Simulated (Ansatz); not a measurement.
**Amorphous Si30N44Zr3**

It comes from a melt-quench run on a machine-learned potential (CHGNet), relaxed afterwards by DFT. N atoms were pushed apart under 1.9 Å during the dynamics, to hinder bonds among them. The hot cell started wider than the set density and was brought back towards it in steps. It is the lowest in DFT energy of 2 quenches. It is a model cell: composition and starting density were chosen by hand, and all elements were melted together. No dispersion term was used.

Methods: PBE, scalar-relativistic without spin-orbit coupling (Ansatz, a first-principles code); r2SCAN, scalar-relativistic without spin-orbit coupling (Ansatz); HSE06, scalar-relativistic without spin-orbit coupling (Ansatz). Geometry, pressure, stress and energy are those of the PBE run. Its sampling: a 2×2×2 Γ-centred mesh; Fermi-Dirac width 0.02 eV; no spin polarisation. Other functionals are single points at the zone centre (r2SCAN at 500 eV; exact exchange cut at the cell's faces), free to take moments where seeds were set. At PBE the levels at both edges of the gap are localised (band-tail or defect states), and the nearest spread-out levels lie 2.9 eV apart at the zone centre.

The number of atoms in the cell is 77 and the density (volume relaxed, without dispersion) comes out as 3.30 g/cm^3. The volume per atom is 76.4 bohr³, the pressure on a 2×2×2 Γ-centred mesh is 0.08 GPa and the largest force and stress component on that mesh (the relaxation ran on the zone centre alone) is 0.11 eV/Å and 0.2 GPa. The gap between localised states on a 2×2×2 Γ-centred mesh (PBE) is 2.32 eV. The gap between localised states at the zone centre (PBE) comes out as 2.41 eV and the gap between localised states at the zone centre (r2SCAN) is 2.76 eV. The gap between localised states at the zone centre (HSE06) is 3.68 eV.

Cut-offs for bonds: Si-Si 2.60 Å, Si-N 2.32 Å, Si-Zr 2.93 Å, N-N 1.70 Å, N-Zr 2.71 Å, Zr-Zr 3.41 Å. Two cations that share two anions don't count as bonded, nor two that share one unless they lie closer than Si-Si 2.38 Å, Si-Zr 2.85 Å, Zr-Zr 3.32 Å.

The mean coordination of Si by anions is 4.07 (28 with 4, 2 with 5) and the mean coordination of N comes out as 3.14 (38 with 3, 6 with 4). The mean coordination of Zr by anions comes out as 5.33 (1 with 4, 2 with 6) and the mean Si-N bond is 1.767 Å (spread 0.077 Å, 122 counted). The mean N-Zr bond is 2.276 Å (spread 0.155 Å, 16 counted).

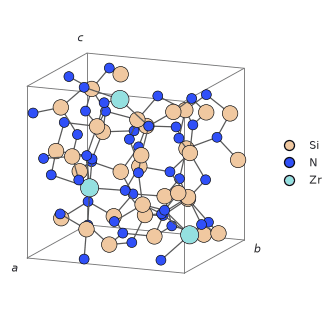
*The relaxed cell*

Its density started from a set value of 3.30 g/cm³. Cooling (nominally 380 K/ps over its main leg) ran many orders faster than in experiment, which tends to leave more defects and strain. A cell of this size samples the disorder only roughly. Volume and shape were free in the relaxation.
